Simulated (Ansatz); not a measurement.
```xyz
9

Ta   -0.4044   -0.4786    0.2389
F     1.7333    0.6123    0.5026
Cl   -0.2918   -0.7971    2.5590
Cl    0.2220   -0.6981   -2.0099
O    -0.8155    1.3593    0.2322
H    -0.1844    2.1023    0.3184
Cl   -2.3460   -1.6829   -0.0054
H     1.1251   -1.4742    0.3892
H     1.8509   -0.3873    0.4946
```

Core potentials replace the inner electrons of Ta.

The calculation used RKS PBE/def2-SVP in Ansatz.

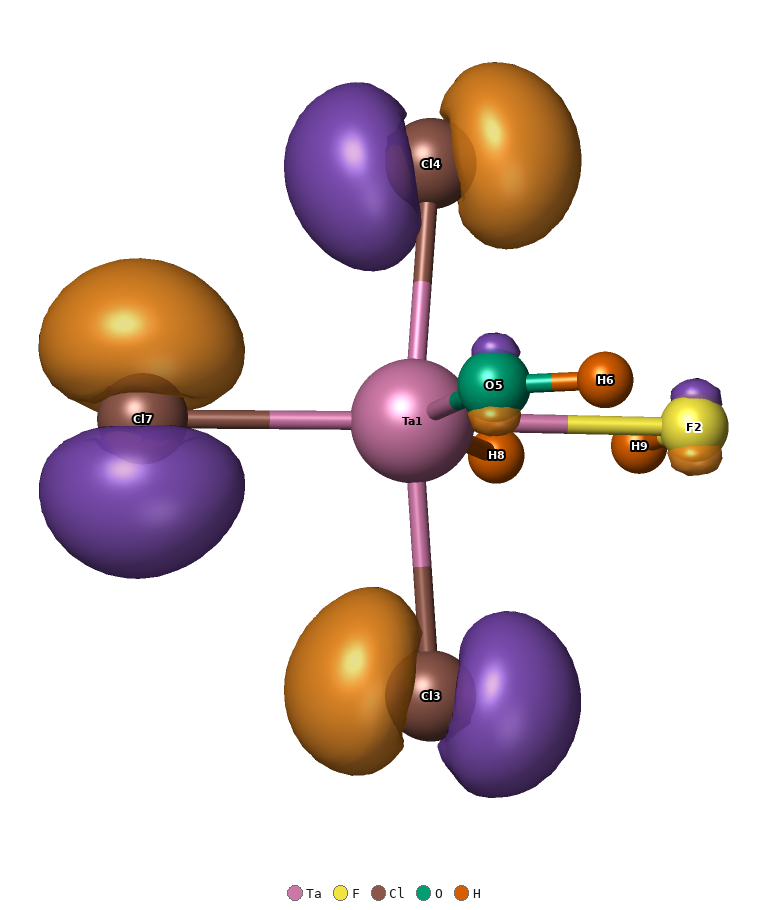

Cl3FH3OTa. The HOMO−1 at ±0.15 Å⁻³ᐟ² (orange and purple are the two phases), seen from one side.

Question: Where does this orbital lie, and at what energy?

Answer: It lies mainly on Cl7 (about 40 %), Cl3 (about 25 %) and Cl4 (about 25 %); largely a combination of lone pairs on Cl7, Cl3 and Cl4. Its energy is −7.74 eV.
